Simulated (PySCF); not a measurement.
# RhH: from the state search to spectroscopic constants

One job finds the state of RhH, follows it along the bond with each method and fits the curves.

Method: H x2c-TZVPPall, Rh x2c-TZVPPall, spin-free X2C with a Gaussian nucleus; program: PySCF 2.14.0.

## 1. Input

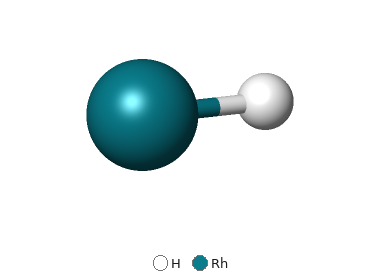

The two atoms at the starting distance (hydrogen white, rhodium blue).

A driver script around PySCF takes these settings:

```json
{
  "atoms": "H, Rh",
  "charge": "0",
  "basis": "H x2c-TZVPPall, Rh x2c-TZVPPall",
  "Hamiltonian": "spin-free X2C with a Gaussian nucleus",
  "basis functions": "93",
  "electrons treated": "46",
  "masses in u": "1.0078, 102.9055",
  "levels": "PBE0, PBE, r²SCAN, PW91, BP86, BLYP, LDA, HSE06, HF, MP2, SCS-MP2, CCSD, CCSD(T)",
  "grid": "80 radial by 434 angular points",
  "occupations": "held fixed by the projection of orbital angular momentum",
  "dissociation limit": "H + Rh, each in its ground configuration",
  "starting distance in angstrom": "1.495",
  "values of 2S to try": "0, 2, 4, 6"
}
```

Launch:

```bash
> OMP_NUM_THREADS=1 python dia.py task.json out
```

The job searches for the state first and then visits each distance with every level. Its results follow level by level.

## 2. State search with unrestricted PBE0

Unrestricted PBE0 solutions at 1.495 Å, counted from the lowest. The search isn't exhaustive.

```tsv
2Ms+1	unpaired	term	E (eV)	⟨S²⟩	⟨Lz²⟩	μ (D)
3	σ ↑, δ ↑	³Δ	0.00	2.01	4.01	2.08
1	σ ↓, δ ↑	not assigned	0.55	1.00	4.01	2.00
3	σ ↑, π ↑	not assigned	0.61	2.01	2.05	2.39
1	none	¹Σ⁺	0.67	0.00	0.00	1.74
1	σ ↓, π ↑	not assigned	0.85	1.01	1.54	2.24
3	δ ↑↑	³Σ⁻	1.21	2.01	0.00	2.31
1	δ ↑↓	not assigned	1.49	1.00	8.01	2.32
1	π ↓, δ ↑	not assigned	1.64	1.00	4.43	2.55
1	none	not assigned	2.39	0.00	8.00	2.32
5	σ ↑↑, π ↑, δ ↑	not assigned	2.80	6.00	4.99	-1.06
5	σ ↑↑, π ↑, δ ↑	not assigned	2.81	6.00	4.95	-1.00
5	σ ↑↑, δ ↑↑	⁵Σ⁻	3.08	6.00	0.00	-0.86
5	σ ↑↑, π ↑↑	⁵Σ⁻	3.21	6.00	0.00	-1.24
5	σ ↑, π ↑↑, δ ↑	⁵Δ	4.27	6.00	4.01	0.02
```

A term symbol stands only where ⟨S²⟩ and ⟨Lz²⟩ are near those of a pure state. A positive dipole means H(−)Rh(+).

Followed over a short scan are these candidates:

```tsv
2Ms+1	unpaired	R at minimum (Å)	energy at minimum (eV)
3	σ ↑, δ ↑	1.55	0.00
3	σ ↑, π ↑	1.61	0.54
1	σ ↓, δ ↑	1.54	0.56
1	none	1.52	0.69
1	σ ↓, π ↑	1.59	0.81
3	δ ↑↑	1.58	1.18
```

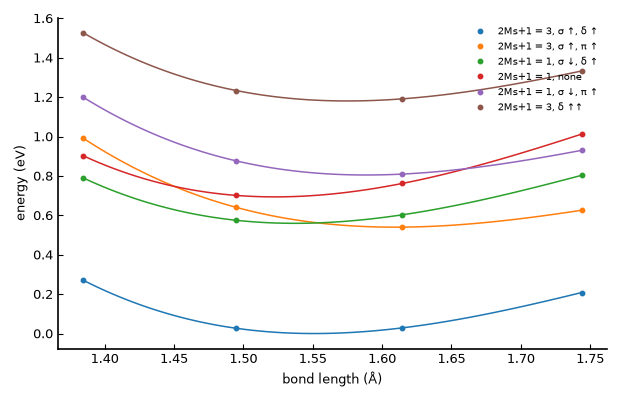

The followed solutions along the bond.

The search made 22 SCF attempts at the starting distance; with the short scans it took 2 min of wall time (1 thread, shared host).

## 3. First curve: PBE0

State followed: ³Δ (triplet), unpaired electrons σ ↑, δ ↑. The scan is laid around 1.551 Å.

Output of the SCF at 1.551 Å:

```text
******** <class 'pyscf.dft.uks_symm.SymAdaptedUKS'> ********
method = SymAdaptedUKS
initial guess = minao
damping factor = 0
level_shift factor = 0
DIIS = <class 'pyscf.scf.diis.CDIIS'>
diis_start_cycle = 1
diis_space = 10
diis_damp = 0
SCF conv_tol = 1e-09
SCF conv_tol_grad = None
SCF max_cycles = 60
direct_scf = False
max_memory 2100 MB (current use 763 MB)
number electrons alpha = 24  beta = 22
XC library pyscf.dft.libxc version 7.0.0
    S. Lehtola, C. Steigemann, M. J.T. Oliveira, and M. A.L. Marques.,  SoftwareX 7, 1–5 (2018)
XC functionals = PBE0
    C. Adamo and V. Barone.,  J. Chem. Phys. 110, 6158 (1999)
    M. Ernzerhof and G. E. Scuseria.,  J. Chem. Phys. 110, 5029 (1999)
small_rho_cutoff = 0
Overwritten attributes  get_jk get_occ get_j get_k get_hcore  of <class 'pyscf.dft.uks_symm.SymAdaptedUKS'>
Set gradient conv threshold to 3.16228e-05
init E= -4783.85901417684
cycle= 1 E= -4783.88335032987  delta_E= -0.0243  |g|= 0.0158  |ddm|= 0.0353
cycle= 2 E= -4783.88334617138  delta_E= 4.16e-06  |g|= 0.0194  |ddm|= 0.0224
cycle= 3 E= -4783.88346102296  delta_E= -0.000115  |g|= 0.00273  |ddm|= 0.0116
cycle= 4 E= -4783.88346387384  delta_E= -2.85e-06  |g|= 0.00162  |ddm|= 0.00236
cycle= 5 E= -4783.88346585088  delta_E= -1.98e-06  |g|= 0.000645  |ddm|= 0.00192
cycle= 6 E= -4783.88346657474  delta_E= -7.24e-07  |g|= 0.000158  |ddm|= 0.00141
cycle= 7 E= -4783.88346664037  delta_E= -6.56e-08  |g|= 4.76e-05  |ddm|= 0.000492
cycle= 8 E= -4783.88346664755  delta_E= -7.18e-09  |g|= 1.88e-05  |ddm|= 0.000219
cycle= 9 E= -4783.88346664796  delta_E= -4.17e-10  |g|= 4.13e-06  |ddm|= 5.27e-05
Extra cycle  E= -4783.88346664798  delta_E= -1.46e-11  |g|= 4.85e-06  |ddm|= 8.32e-06
converged SCF energy = -4783.88346664798  <S^2> = 2.0059287  2S+1 = 3.0039499
```

The curve and what changes along it:

```tsv
R (Å)	E (eV)	μ (D)	Mulliken charge of H (e)	Mayer bond order	⟨S²⟩	HOMO (eV)	LUMO (eV)
1.3339	0.5012	1.74	-0.11	1.16	2.00	-5.88	-2.56
1.3959	0.2290	1.87	-0.10	1.13	2.00	-5.95	-2.55
1.4579	0.0740	2.00	-0.10	1.11	2.00	-6.02	-2.54
1.5045	0.0170	2.10	-0.10	1.09	2.01	-6.07	-2.53
1.5510	0.0000	2.20	-0.10	1.08	2.01	-6.12	-2.53
1.5975	0.0151	2.29	-0.10	1.06	2.01	-6.17	-2.53
1.6596	0.0743	2.42	-0.11	1.05	2.01	-6.23	-2.53
1.7371	0.1944	2.58	-0.12	1.03	2.01	-6.29	-2.54
1.8302	0.3842	2.76	-0.13	1.02	2.01	-6.35	-2.56
1.9543	0.6808	2.99	-0.14	1.00	2.02	-6.38	-2.60
```

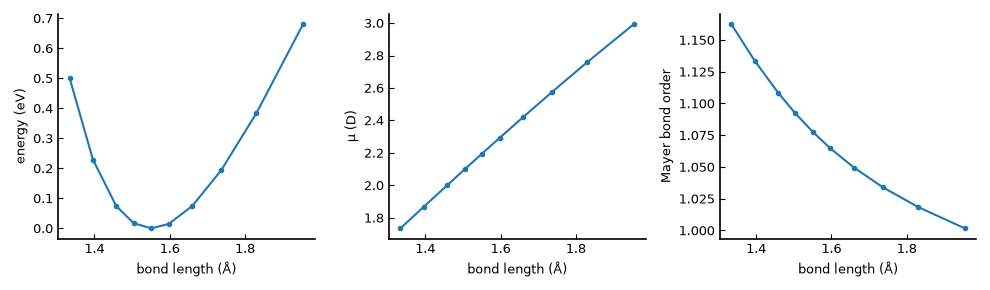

PBE0 along the bond.

The fit gives Re = 1.551 Å, ωe = 2008 cm⁻¹, ωexe = 35.6 cm⁻¹, αe = 0.214 cm⁻¹, Be = 7.024 cm⁻¹, De = 2.93 eV, μ = 2.20 D.

Orbitals nearest the gap at 1.551 Å:

```tsv
spin	orbital	ε (eV)	filled	made of
β	σ	-8.91	yes	H s 52 %, Rh d 34 %, Rh s 11 %
α	δ	-8.22	yes	Rh d 100 %
α	δ	-7.34	yes	Rh d 100 %
α	π	-7.31	yes	Rh d 100 %
α	π	-7.31	yes	Rh d 100 %
β	π	-6.62	yes	Rh d 99 %
β	π	-6.62	yes	Rh d 99 %
β	δ	-6.54	yes	Rh d 100 %
α	σ	-6.12	yes	Rh s 54 %, Rh d 26 %, H s 19 %
β	σ	-2.53	no	Rh s 60 %, Rh d 37 %
β	δ	-2.09	no	Rh d 100 %
α	σ	-1.56	no	Rh p 49 %, Rh s 29 %, H s 16 %
α	π	-0.33	no	Rh p 100 %
```

Polarisability there: 42.6 bohr³ along the bond, 38.1 across it. Without diffuse functions these come out too small, above all across the bond.

## 4. Orbitals, density and potential

The fields below are evaluated on a grid from the run's orbitals.

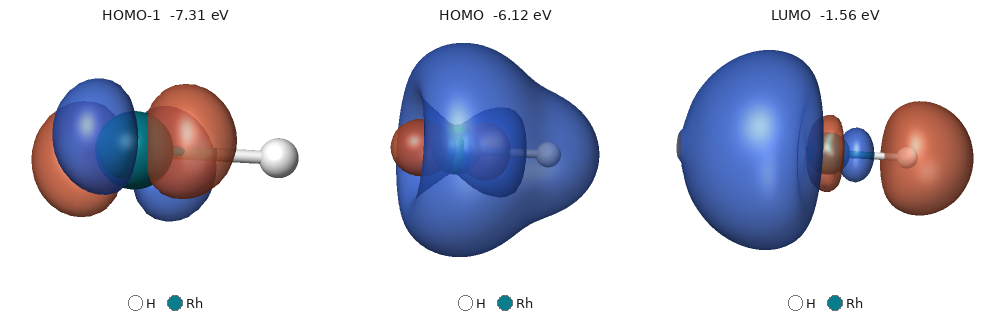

Frontier orbitals at PBE0 (alpha spin); each surface holds 70 % of the orbital's density, blue and red mark the sign. The LUMO is diffuse and is cut off by the edge of the grid.

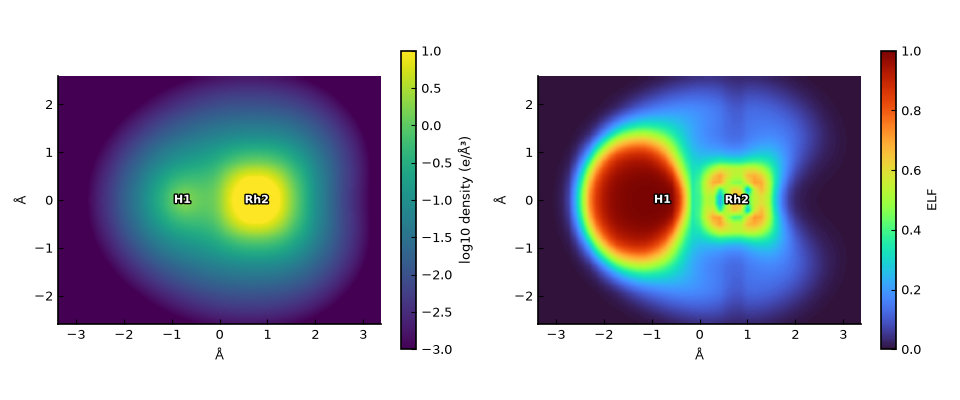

Density (left) and ELF (right) in a plane through or near 2 of the atoms.

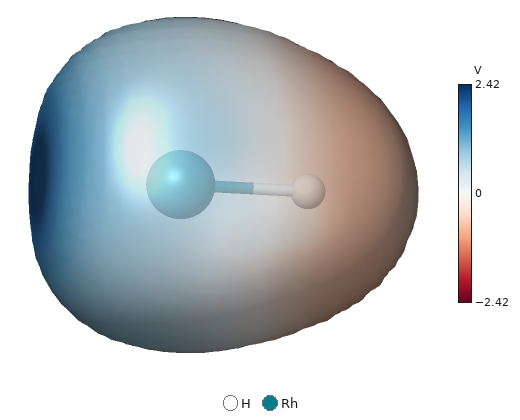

Electrostatic potential on the surface of density 0.002 e/bohr³; red is low, blue high. It runs, from the 1st to the 99th percentile, from -0.82 to 2.42 V.

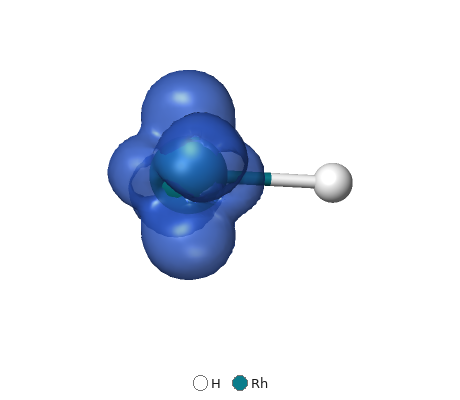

Spin density at ±0.2 e/Å³ (alpha excess blue, beta excess red).

## 5. Other states along the same grid

State 2: triplet, unpaired electrons σ ↑, π ↑, an excited solution.

The SCF at the reference distance, 1.551 Å, printed:

```text
******** <class 'pyscf.dft.uks_symm.SymAdaptedUKS'> ********
method = SymAdaptedUKS
initial guess = minao
damping factor = 0
level_shift factor = 0
DIIS = <class 'pyscf.scf.diis.CDIIS'>
diis_start_cycle = 1
diis_space = 10
diis_damp = 0
SCF conv_tol = 1e-09
SCF conv_tol_grad = None
SCF max_cycles = 60
direct_scf = False
max_memory 2100 MB (current use 820 MB)
number electrons alpha = 24  beta = 22
XC library pyscf.dft.libxc version 7.0.0
    S. Lehtola, C. Steigemann, M. J.T. Oliveira, and M. A.L. Marques.,  SoftwareX 7, 1–5 (2018)
XC functionals = PBE0
    C. Adamo and V. Barone.,  J. Chem. Phys. 110, 6158 (1999)
    M. Ernzerhof and G. E. Scuseria.,  J. Chem. Phys. 110, 5029 (1999)
small_rho_cutoff = 0
Set gradient conv threshold to 3.16228e-05
init E= -4783.83852025865
cycle= 1 E= -4783.86262602569  delta_E= -0.0241  |g|= 0.0157  |ddm|= 0.0379
cycle= 2 E= -4783.86260839347  delta_E= 1.76e-05  |g|= 0.0214  |ddm|= 0.0242
cycle= 3 E= -4783.86273511688  delta_E= -0.000127  |g|= 0.00351  |ddm|= 0.0126
cycle= 4 E= -4783.86274142283  delta_E= -6.31e-06  |g|= 0.00235  |ddm|= 0.00403
cycle= 5 E= -4783.86274700115  delta_E= -5.58e-06  |g|= 0.000804  |ddm|= 0.00348
cycle= 6 E= -4783.86275142756  delta_E= -4.43e-06  |g|= 0.000685  |ddm|= 0.00447
cycle= 7 E= -4783.86275477964  delta_E= -3.35e-06  |g|= 0.000475  |ddm|= 0.00452
cycle= 8 E= -4783.8627585997  delta_E= -3.82e-06  |g|= 0.000174  |ddm|= 0.00941
cycle= 9 E= -4783.86275893233  delta_E= -3.33e-07  |g|= 6.2e-05  |ddm|= 0.00313
cycle= 10 E= -4783.86275894229  delta_E= -9.96e-09  |g|= 1.83e-05  |ddm|= 0.000378
cycle= 11 E= -4783.86275894315  delta_E= -8.6e-10  |g|= 3.48e-06  |ddm|= 0.000116
Extra cycle  E= -4783.86275894318  delta_E= -3.27e-11  |g|= 2.99e-06  |ddm|= 1.34e-05
converged SCF energy = -4783.86275894318  <S^2> = 2.0072522  2S+1 = 3.0048309
```

Re = 1.613 Å, ωe = 1810 cm⁻¹; the determinant mixes terms (⟨S²⟩ = 2.01, ⟨Lz²⟩ = 2.38), so these belong to no real state. Its minimum lies 0.54 eV above that of the lowest state.

State 3: Ms = 0 determinant of mixed spin (⟨S²⟩ = 1.00), unpaired electrons σ ↓, δ ↑, an excited solution.

The SCF at the reference distance, 1.551 Å, printed:

```text
******** <class 'pyscf.dft.uks_symm.SymAdaptedUKS'> ********
method = SymAdaptedUKS
initial guess = minao
damping factor = 0
level_shift factor = 0
DIIS = <class 'pyscf.scf.diis.CDIIS'>
diis_start_cycle = 1
diis_space = 10
diis_damp = 0
SCF conv_tol = 1e-09
SCF conv_tol_grad = None
SCF max_cycles = 60
direct_scf = False
max_memory 2100 MB (current use 820 MB)
number electrons alpha = 23  beta = 23
XC library pyscf.dft.libxc version 7.0.0
    S. Lehtola, C. Steigemann, M. J.T. Oliveira, and M. A.L. Marques.,  SoftwareX 7, 1–5 (2018)
XC functionals = PBE0
    C. Adamo and V. Barone.,  J. Chem. Phys. 110, 6158 (1999)
    M. Ernzerhof and G. E. Scuseria.,  J. Chem. Phys. 110, 5029 (1999)
small_rho_cutoff = 0
Set gradient conv threshold to 3.16228e-05
init E= -4783.83821178594
cycle= 1 E= -4783.86272140276  delta_E= -0.0245  |g|= 0.0172  |ddm|= 0.0372
cycle= 2 E= -4783.86270165448  delta_E= 1.97e-05  |g|= 0.0221  |ddm|= 0.0243
cycle= 3 E= -4783.86284183841  delta_E= -0.00014  |g|= 0.00385  |ddm|= 0.0133
cycle= 4 E= -4783.86284652637  delta_E= -4.69e-06  |g|= 0.00187  |ddm|= 0.00298
cycle= 5 E= -4783.86284910421  delta_E= -2.58e-06  |g|= 0.000628  |ddm|= 0.00225
cycle= 6 E= -4783.862850182  delta_E= -1.08e-06  |g|= 0.000194  |ddm|= 0.00203
cycle= 7 E= -4783.86285030268  delta_E= -1.21e-07  |g|= 5.36e-05  |ddm|= 0.00074
cycle= 8 E= -4783.86285031189  delta_E= -9.2e-09  |g|= 2.74e-05  |ddm|= 0.000229
cycle= 9 E= -4783.86285031268  delta_E= -7.9e-10  |g|= 5.98e-06  |ddm|= 6.55e-05
Extra cycle  E= -4783.86285031272  delta_E= -4.46e-11  |g|= 5.1e-06  |ddm|= 1.23e-05
converged SCF energy = -4783.86285031272  <S^2> = 1.0019878  2S+1 = 2.2378452
```

Re = 1.536 Å, ωe = 2050 cm⁻¹; the determinant mixes terms (⟨S²⟩ = 1.00, ⟨Lz²⟩ = 4.01), so these belong to no real state. Its minimum lies 0.56 eV above that of the lowest state.

State 4: ¹Σ⁺ (singlet), closed shell, an excited solution.

Log of the SCF at 1.551 Å:

```text
******** <class 'pyscf.dft.uks_symm.SymAdaptedUKS'> ********
method = SymAdaptedUKS
initial guess = minao
damping factor = 0
level_shift factor = 0
DIIS = <class 'pyscf.scf.diis.CDIIS'>
diis_start_cycle = 1
diis_space = 10
diis_damp = 0
SCF conv_tol = 1e-09
SCF conv_tol_grad = None
SCF max_cycles = 60
direct_scf = False
max_memory 2100 MB (current use 820 MB)
number electrons alpha = 23  beta = 23
XC library pyscf.dft.libxc version 7.0.0
    S. Lehtola, C. Steigemann, M. J.T. Oliveira, and M. A.L. Marques.,  SoftwareX 7, 1–5 (2018)
XC functionals = PBE0
    C. Adamo and V. Barone.,  J. Chem. Phys. 110, 6158 (1999)
    M. Ernzerhof and G. E. Scuseria.,  J. Chem. Phys. 110, 5029 (1999)
small_rho_cutoff = 0
Set gradient conv threshold to 3.16228e-05
init E= -4783.8338556185
cycle= 1 E= -4783.85762253237  delta_E= -0.0238  |g|= 0.0159  |ddm|= 0.0252
cycle= 2 E= -4783.85760504658  delta_E= 1.75e-05  |g|= 0.0181  |ddm|= 0.0173
cycle= 3 E= -4783.85770823364  delta_E= -0.000103  |g|= 0.00548  |ddm|= 0.00974
cycle= 4 E= -4783.85771705659  delta_E= -8.82e-06  |g|= 0.00107  |ddm|= 0.00196
cycle= 5 E= -4783.8577177016  delta_E= -6.45e-07  |g|= 0.000195  |ddm|= 0.000977
cycle= 6 E= -4783.85771776452  delta_E= -6.29e-08  |g|= 0.000102  |ddm|= 0.00047
cycle= 7 E= -4783.85771776917  delta_E= -4.65e-09  |g|= 3.42e-06  |ddm|= 9.6e-05
cycle= 8 E= -4783.8577177692  delta_E= -2.55e-11  |g|= 1.58e-06  |ddm|= 9.81e-06
Extra cycle  E= -4783.8577177692  delta_E= 3.64e-12  |g|= 3.73e-06  |ddm|= 2.93e-06
converged SCF energy = -4783.8577177692  <S^2> = 6.750156e-13  2S+1 = 1
```

Re = 1.521 Å, ωe = 2203 cm⁻¹, ωexe = 35.9 cm⁻¹, αe = 0.200 cm⁻¹, Be = 7.299 cm⁻¹, μ = 1.78 D. Its minimum lies 0.69 eV above that of the lowest state.

Energy (eV) from the lowest point of the lowest state:

```tsv
R (Å)	lowest	state 2	state 3	state 4
1.334	0.501	n/a	1.006	1.118
1.396	0.229	0.938	0.751	0.864
1.458	0.074	0.722	0.613	0.733
1.504	0.017	0.622	0.567	0.696
1.551	0.000	0.563	0.561	0.701
1.597	0.015	0.540	0.586	0.739
1.660	0.074	0.551	0.656	0.832
1.737	0.194	0.616	0.788	0.995
1.830	0.384	n/a	0.990	1.237
1.954	0.681	n/a	1.297	1.602
```

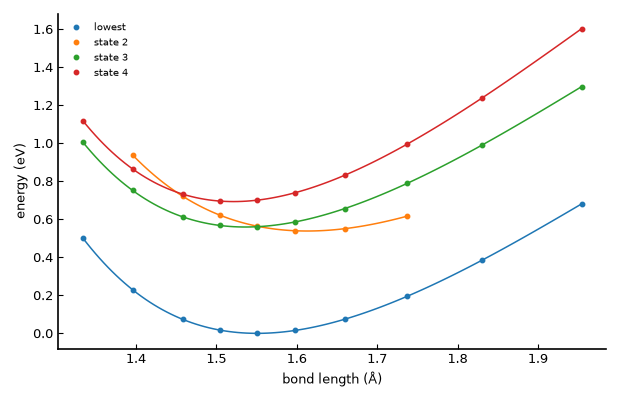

PBE0 curves of the followed states.

## 6. PBE (GGA)

Log of the SCF at 1.551 Å:

```text
******** <class 'pyscf.dft.uks_symm.SymAdaptedUKS'> ********
method = SymAdaptedUKS
initial guess = minao
damping factor = 0
level_shift factor = 0
DIIS = <class 'pyscf.scf.diis.CDIIS'>
diis_start_cycle = 1
diis_space = 10
diis_damp = 0
SCF conv_tol = 1e-09
SCF conv_tol_grad = None
SCF max_cycles = 60
direct_scf = False
max_memory 2100 MB (current use 820 MB)
number electrons alpha = 24  beta = 22
XC library pyscf.dft.libxc version 7.0.0
    S. Lehtola, C. Steigemann, M. J.T. Oliveira, and M. A.L. Marques.,  SoftwareX 7, 1–5 (2018)
XC functionals = PBE
    J. P. Perdew, K. Burke, and M. Ernzerhof.,  Phys. Rev. Lett. 77, 3865 (1996)
    J. P. Perdew, K. Burke, and M. Ernzerhof.,  Phys. Rev. Lett. 78, 1396 (1997)
    J. P. Perdew, K. Burke, and M. Ernzerhof.,  Phys. Rev. Lett. 77, 3865 (1996)
    J. P. Perdew, K. Burke, and M. Ernzerhof.,  Phys. Rev. Lett. 78, 1396 (1997)
small_rho_cutoff = 0
Set gradient conv threshold to 3.16228e-05
init E= -4783.82059425896
cycle= 1 E= -4783.82233049571  delta_E= -0.00174  |g|= 0.0522  |ddm|= 0.108
cycle= 2 E= -4783.81999023231  delta_E= 0.00234  |g|= 0.108  |ddm|= 0.108
cycle= 3 E= -4783.82314175183  delta_E= -0.00315  |g|= 0.0153  |ddm|= 0.064
cycle= 4 E= -4783.82325792951  delta_E= -0.000116  |g|= 0.00514  |ddm|= 0.0149
cycle= 5 E= -4783.82326723309  delta_E= -9.3e-06  |g|= 0.00086  |ddm|= 0.00289
cycle= 6 E= -4783.82326791504  delta_E= -6.82e-07  |g|= 0.000172  |ddm|= 0.00139
cycle= 7 E= -4783.82326796261  delta_E= -4.76e-08  |g|= 0.000142  |ddm|= 0.000466
cycle= 8 E= -4783.82326797091  delta_E= -8.3e-09  |g|= 1.29e-05  |ddm|= 0.000123
cycle= 9 E= -4783.82326797103  delta_E= -1.15e-10  |g|= 1.28e-06  |ddm|= 2.15e-05
Extra cycle  E= -4783.82326797102  delta_E= 4.55e-12  |g|= 2.93e-06  |ddm|= 3.53e-06
converged SCF energy = -4783.82326797102  <S^2> = 2.0024327  2S+1 = 3.0016213
```

Re = 1.548 Å, ωe = 2036 cm⁻¹, ωexe = 37.4 cm⁻¹, αe = 0.215 cm⁻¹, Be = 7.044 cm⁻¹, De = 3.19 eV, μ = 1.77 D. 17 s of CPU time for 12 points, integrals apart.

## 7. r²SCAN (meta-GGA)

Output of the SCF at 1.551 Å:

```text
******** <class 'pyscf.dft.uks_symm.SymAdaptedUKS'> ********
method = SymAdaptedUKS
initial guess = minao
damping factor = 0
level_shift factor = 0
DIIS = <class 'pyscf.scf.diis.CDIIS'>
diis_start_cycle = 1
diis_space = 10
diis_damp = 0
SCF conv_tol = 1e-09
SCF conv_tol_grad = None
SCF max_cycles = 60
direct_scf = False
max_memory 2100 MB (current use 820 MB)
number electrons alpha = 24  beta = 22
XC library pyscf.dft.libxc version 7.0.0
    S. Lehtola, C. Steigemann, M. J.T. Oliveira, and M. A.L. Marques.,  SoftwareX 7, 1–5 (2018)
XC functionals = R2SCAN
    J. W. Furness, A. D. Kaplan, J. Ning, J. P. Perdew, and J. Sun.,  J. Phys. Chem. Lett. 11, 8208-8215 (2020)
    J. W. Furness, A. D. Kaplan, J. Ning, J. P. Perdew, and J. Sun.,  J. Phys. Chem. Lett. 11, 9248-9248 (2020)
    J. W. Furness, A. D. Kaplan, J. Ning, J. P. Perdew, and J. Sun.,  J. Phys. Chem. Lett. 11, 8208-8215 (2020)
    J. W. Furness, A. D. Kaplan, J. Ning, J. P. Perdew, and J. Sun.,  J. Phys. Chem. Lett. 11, 9248-9248 (2020)
small_rho_cutoff = 0
Set gradient conv threshold to 3.16228e-05
init E= -4784.22364145037
cycle= 1 E= -4784.22450129031  delta_E= -0.00086  |g|= 0.0184  |ddm|= 0.0824
cycle= 2 E= -4784.22426456898  delta_E= 0.000237  |g|= 0.0355  |ddm|= 0.0295
cycle= 3 E= -4784.22457000343  delta_E= -0.000305  |g|= 0.00492  |ddm|= 0.0188
cycle= 4 E= -4784.22458048546  delta_E= -1.05e-05  |g|= 0.00116  |ddm|= 0.00423
cycle= 5 E= -4784.22458101423  delta_E= -5.29e-07  |g|= 0.000306  |ddm|= 0.0012
cycle= 6 E= -4784.22458109712  delta_E= -8.29e-08  |g|= 5.83e-05  |ddm|= 0.000489
cycle= 7 E= -4784.22458110269  delta_E= -5.57e-09  |g|= 2.05e-05  |ddm|= 0.000177
cycle= 8 E= -4784.22458110317  delta_E= -4.77e-10  |g|= 4.55e-06  |ddm|= 4.08e-05
Extra cycle  E= -4784.22458110318  delta_E= -1.09e-11  |g|= 5.14e-06  |ddm|= 1.05e-05
converged SCF energy = -4784.22458110318  <S^2> = 2.0069156  2S+1 = 3.0046069
```

Re = 1.548 Å, ωe = 2046 cm⁻¹, ωexe = 36.7 cm⁻¹, αe = 0.212 cm⁻¹, Be = 7.050 cm⁻¹, De = 3.09 eV, μ = 2.06 D. 21 s of CPU time for 12 points, integrals apart.

[end of part 1 of 2]
